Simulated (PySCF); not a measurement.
# Two runs on C4H7NO2S

System: C4H7NO2S.
Method of the first run: GIAO PBE0/pcSseg-1 NMR shielding, non-relativistic, gas phase (PySCF 2.14.0).

The geometry comes from this level: GFN2-xTB. Text and figures count atoms from 1; the logs count them from 0 in places.

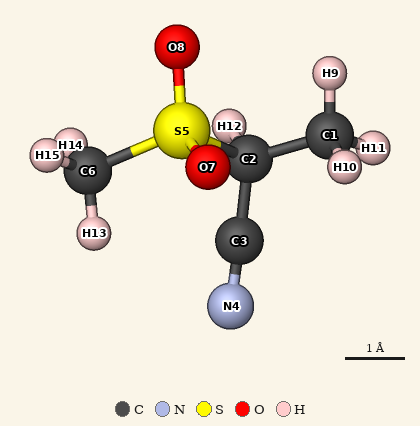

The structure (ball-and-stick view, seen at a tilt; atoms are numbered from 1 in the order of the input).

### Input, the first run
```
{"job": {"kind": "nmr", "xc": "PBE0", "basis": "pcSseg-1"}, "charge": 0, "multiplicity": 1}
C      1.956864     0.586080    -0.271395
C      0.725058    -0.293123    -0.409273
C      0.737563    -1.439942     0.436825
N      0.719394    -2.354403     1.124509
S     -0.713725     0.760846     0.112164
C     -2.132076    -0.369411     0.152371
O     -0.461417     1.249366     1.433874
O     -0.913505     1.720029    -0.936621
H      1.818865     1.476385    -0.881324
H      2.070259     0.891401     0.766896
H      2.855707     0.062001    -0.592200
H      0.526484    -0.570148    -1.445399
H     -1.922337    -1.145225     0.877166
H     -2.273319    -0.773842    -0.841335
H     -2.998229     0.207975     0.451830
```

The first line tells a small driver script what to run in PySCF; the rest is the geometry in Å.

Command:
```bash
OMP_NUM_THREADS=1 python <driver script> task.json out
```

Hardware: 1 CPU thread, shared host.

### Output (the first run)
```
coarse grid: 13544 points
cycle   1  E = -758.9917261324  dE =  1.815e+00  |g| = 1.215e+00  |ddm| = 3.727e+00
cycle   2  E = -758.0372578219  dE =  9.545e-01  |g| = 2.550e+00  |ddm| = 3.303e+00
cycle   3  E = -759.2589976424  dE = -1.222e+00  |g| = 2.346e-01  |ddm| = 2.460e+00
cycle   4  E = -759.2662459704  dE = -7.248e-03  |g| = 1.609e-01  |ddm| = 2.575e-01
cycle   5  E = -759.2711377598  dE = -4.892e-03  |g| = 5.574e-02  |ddm| = 1.347e-01
cycle   6  E = -759.2718144557  dE = -6.767e-04  |g| = 5.946e-03  |ddm| = 4.232e-02
cycle   7  E = -759.2718216734  dE = -7.218e-06  |g| = 2.021e-03  |ddm| = 7.292e-03
final grid: 127592 points
cycle   8  E = -759.3417305071  dE = -2.026e-05  |g| = 1.307e-02  |ddm| = 3.086e-02
cycle   9  E = -759.3416851656  dE =  4.534e-05  |g| = 1.997e-02  |ddm| = 2.770e-02
cycle  10  E = -759.3417649871  dE = -7.982e-05  |g| = 2.697e-03  |ddm| = 1.773e-02
cycle  11  E = -759.3417663320  dE = -1.345e-06  |g| = 2.671e-04  |ddm| = 2.110e-03
cycle  12  E = -759.3417663358  dE = -3.823e-09  |g| = 2.456e-04  |ddm| = 3.703e-04
cycle  13  E = -759.3417663473  dE = -1.152e-08  |g| = 4.449e-05  |ddm| = 1.887e-04
cycle  14  E = -759.3417663476  dE = -2.929e-10  |g| = 2.688e-05  |ddm| = 5.185e-05
converged SCF energy = -759.3417663476

GIAO shielding tensors (ppm)
atom      isotropic    diamagn.    paramagn.     s11        s22        s33       span
  0 C      176.124     246.279     -70.155    167.957    169.884    190.529     22.572
  1 C      133.769     257.753    -123.984    115.506    117.680    168.120     52.614
  2 C       65.086     263.852    -198.766    -53.653    -44.289    293.201    346.854
  3 N      -47.574     340.628    -388.201   -215.147   -203.360    275.786    490.933
  4 S      198.752    1053.318    -854.566     50.237    185.146    360.874    310.637
  5 C      141.947     256.631    -114.683    112.713    124.728    188.402     75.689
  6 O      122.734     400.905    -278.171     65.845    100.543    201.815    135.970
  7 O      118.297     399.826    -281.529     52.146     80.832    221.913    169.767
  8 H       29.890      29.202       0.688     24.544     28.727     36.400     11.856
  9 H       29.753      29.444       0.309     25.353     29.025     34.880      9.527
 10 H       30.085      27.835       2.250     25.596     27.457     37.203     11.607
 11 H       28.379      32.687      -4.308     26.282     27.045     31.810      5.528
 12 H       28.096      31.725      -3.629     23.900     28.073     32.314      8.414
 13 H       29.257      31.060      -1.802     26.334     27.008     34.431      8.097
 14 H       28.617      27.992       0.625     25.847     26.454     33.549      7.702
```

The input of the second run differs as follows (lines with − go, lines with + come):
```diff
-"xc": "PBE0"
+"xc": "mPW1PW91"
+"solvent": "chloroform"
+"pop": false
```

What does this change do to the results?

The total energies belong to different models, so their difference says nothing on which is more stable or more accurate. The HOMO goes from −8.75 to −8.70 eV. The LUMO goes from −0.47 to −0.41 eV. The dipole moment goes from 2.91 to 3.62 D. Of all shieldings, the largest change is that of O8, by +13.5 ppm. The functional changes from PBE0 to mPW1PW91. The number of SCF iterations is the same.

### Output (the second run)
```
coarse grid: 13544 points
cycle   1  E = -759.4874084353  dE =  1.788e+00  |g| = 1.210e+00  |ddm| = 3.725e+00
cycle   2  E = -758.7226939735  dE =  7.647e-01  |g| = 2.346e+00  |ddm| = 2.899e+00
cycle   3  E = -759.7470157594  dE = -1.024e+00  |g| = 2.154e-01  |ddm| = 2.095e+00
cycle   4  E = -759.7539821282  dE = -6.966e-03  |g| = 1.366e-01  |ddm| = 2.253e-01
cycle   5  E = -759.7575544465  dE = -3.572e-03  |g| = 4.332e-02  |ddm| = 1.079e-01
cycle   6  E = -759.7579599561  dE = -4.055e-04  |g| = 4.950e-03  |ddm| = 3.208e-02
cycle   7  E = -759.7579652177  dE = -5.262e-06  |g| = 1.435e-03  |ddm| = 5.643e-03
final grid: 127592 points
cycle   8  E = -759.8295159353  dE = -2.687e-05  |g| = 9.120e-03  |ddm| = 2.731e-02
cycle   9  E = -759.8294994817  dE =  1.645e-05  |g| = 1.292e-02  |ddm| = 1.769e-02
cycle  10  E = -759.8295327653  dE = -3.328e-05  |g| = 1.753e-03  |ddm| = 1.078e-02
cycle  11  E = -759.8295333168  dE = -5.515e-07  |g| = 1.840e-04  |ddm| = 1.375e-03
cycle  12  E = -759.8295333157  dE =  1.072e-09  |g| = 2.009e-04  |ddm| = 2.405e-04
cycle  13  E = -759.8295333241  dE = -8.398e-09  |g| = 2.845e-05  |ddm| = 1.386e-04
cycle  14  E = -759.8295333243  dE = -1.617e-10  |g| = 9.323e-06  |ddm| = 2.691e-05
converged SCF energy = -759.8295333243

GIAO shielding tensors (ppm)
atom      isotropic    diamagn.    paramagn.     s11        s22        s33       span
  0 C      175.604     246.406     -70.802    167.582    169.434    189.796     22.215
  1 C      132.202     257.811    -125.609    112.996    116.097    167.512     54.516
  2 C       61.735     263.987    -202.253    -58.470    -48.986    292.660    351.131
  3 N      -34.793     341.878    -376.671   -198.737   -184.286    278.644    477.381
  4 S      189.982    1053.932    -863.950     50.618    182.985    336.341    285.723
  5 C      139.856     256.262    -116.406    109.540    121.919    188.110     78.571
  6 O      135.411     402.118    -266.707     79.256    109.369    217.607    138.351
  7 O      131.804     400.881    -269.077     66.281     91.903    237.228    170.948
  8 H       29.894      29.180       0.714     24.551     28.729     36.401     11.850
  9 H       29.861      29.566       0.295     25.480     29.135     34.968      9.488
 10 H       29.843      27.525       2.319     25.285     27.157     37.088     11.802
 11 H       27.912      32.077      -4.166     25.771     26.419     31.546      5.775
 12 H       28.060      31.594      -3.534     23.861     27.946     32.374      8.513
 13 H       28.910      30.635      -1.725     25.949     26.560     34.222      8.273
 14 H       28.365      27.585       0.780     25.512     26.082     33.501      7.988
```

### The two runs side by side

| quantity | the first run | the second run |
| --- | --- | --- |
| outcome | converged | converged |
| total energy (hartree) | −759.341766 | −759.829533 |
| HOMO (eV) | −8.75 | −8.70 |
| LUMO (eV) | −0.47 | −0.41 |
| dipole moment (D) | 2.91 | 3.62 |
| shielding of C2 (ppm) | 133.8 | 132.2 |
| shielding of C3 (ppm) | 65.1 | 61.7 |
| shielding of N4 (ppm) | −47.6 | −34.8 |
| shielding of S5 (ppm) | 198.8 | 190.0 |
| shielding of C6 (ppm) | 141.9 | 139.9 |
| shielding of O7 (ppm) | 122.7 | 135.4 |
| shielding of O8 (ppm) | 118.3 | 131.8 |
| SCF iterations | 14 | 14 |
| basis functions | 178 | 178 |
| wall time (shared host) | 40 s | 37 s |
